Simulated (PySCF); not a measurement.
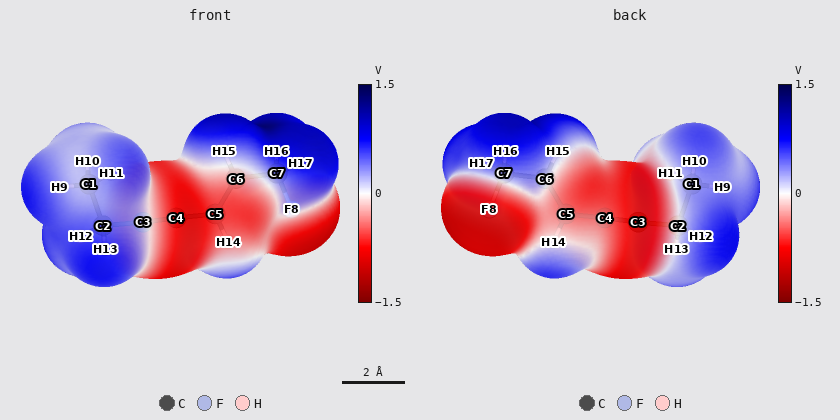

*C7H9F (SMILES CCC#C/C=C/CF). The electrostatic potential painted on the density surface at 0.002 e/bohr³, seen from the front and from behind; red is negative and blue positive.*

Geometry: GFN2-xTB.

Method: PBE0/pcSseg-1, SCF density, gas phase, non-relativistic (PySCF 2.14.0).

```yaml
atoms:
  - { symbol: C, position_ang: [-3.2312, 0.3997, -0.1006] }
  - { symbol: C, position_ang: [-2.5660, -0.9204, 0.2915] }
  - { symbol: C, position_ang: [-1.1228, -0.8165, 0.2368] }
  - { symbol: C, position_ang: [0.0724, -0.6869, 0.1772] }
  - { symbol: C, position_ang: [1.4742, -0.5647, 0.1186] }
  - { symbol: C, position_ang: [2.0930, 0.5606, -0.2319] }
  - { symbol: C, position_ang: [3.5757, 0.7218, -0.3039] }
  - { symbol: F, position_ang: [4.2423, -0.4286, 0.0362] }
  - { symbol: H, position_ang: [-4.3139, 0.3056, -0.0541] }
  - { symbol: H, position_ang: [-2.9486, 0.6797, -1.1130] }
  - { symbol: H, position_ang: [-2.9211, 1.1949, 0.5738] }
  - { symbol: H, position_ang: [-2.8895, -1.7175, -0.3852] }
  - { symbol: H, position_ang: [-2.8621, -1.2006, 1.3073] }
  - { symbol: H, position_ang: [2.0420, -1.4499, 0.3769] }
  - { symbol: H, position_ang: [1.5353, 1.4492, -0.4924] }
  - { symbol: H, position_ang: [3.8939, 0.9830, -1.3224] }
  - { symbol: H, position_ang: [3.9197, 1.5026, 0.3878] }
```

Q: Which sites attract a positive test charge, and which a negative one?

A: A positive charge is drawn to the negative regions and a negative charge to the positive ones. The most negative region (about −1.0 V) lies over F8, the most positive (about +1.2 V) over C7.

Q: What dipole moment does the calculation give?

A: Its dipole moment is 2.11 D.
